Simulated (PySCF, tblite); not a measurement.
Bond stretch in B₂, triplet.

- UKS-B3LYP/LANL2DZ = PySCF with unrestricted B3LYP/LANL2DZ
- GFN2-xTB, 300 K electronic temperature (tblite)
- ROHF/cc-pVTZ (PySCF)
- UKS-B3LYP/6-31G* = unrestricted B3LYP/6-31G*, spherical d run with PySCF

Energies are in kJ/mol, each relative to the lowest point of its own curve near equilibrium.

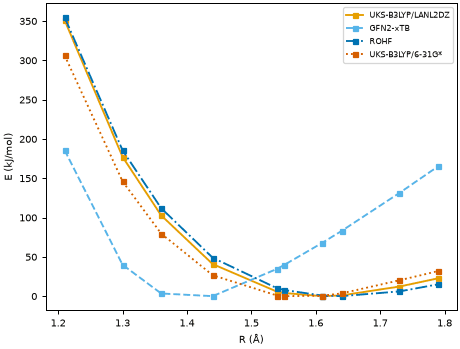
*Energy against bond length for each method.*

| R / Å | UKS-B3LYP/LANL2DZ | GFN2-xTB | ROHF | UKS-B3LYP/6-31G* |
|---|---|---|---|---|
| 1.21 | 351.2 | 185.8 | 354.9 | 306.4 |
| 1.30 | 177.2 | 40.0 | 185.6 | 146.2 |
| 1.36 | 102.7 | 3.4 | 111.9 | 79.6 |
| 1.44 | 40.7 | 0.0 | 48.8 | 26.6 |
| 1.54 | 5.6 | 34.8 | 10.0 | 0.8 |
| 1.55 | 4.0 | 39.2 | 7.9 | 0.0 |
| 1.61 | 0.0 | 67.8 | 0.7 | 0.5 |
| 1.64 | 0.9 | 82.9 | 0.0 | 3.5 |
| 1.73 | 12.2 | 131.3 | 6.1 | 20.2 |
| 1.79 | 22.7 | 165.2 | 15.0 | 31.9 |

At the longest distance, 1.79 Å, GFN2-xTB lies highest above its minimum (165.2 kJ/mol) and ROHF lowest (15.0 kJ/mol).

The scan ran from 1.21 to 6.50 Å; beyond the distances shown one of the unrestricted levels run for this scan, shown here or not, changes its spin distribution in one step. The unrestricted determinant behind UKS-B3LYP/LANL2DZ, UKS-B3LYP/6-31G* is spin-contaminated at 1.21 to 1.73 Å (<S²> up to 2.9, against 2.00 for a pure triplet).
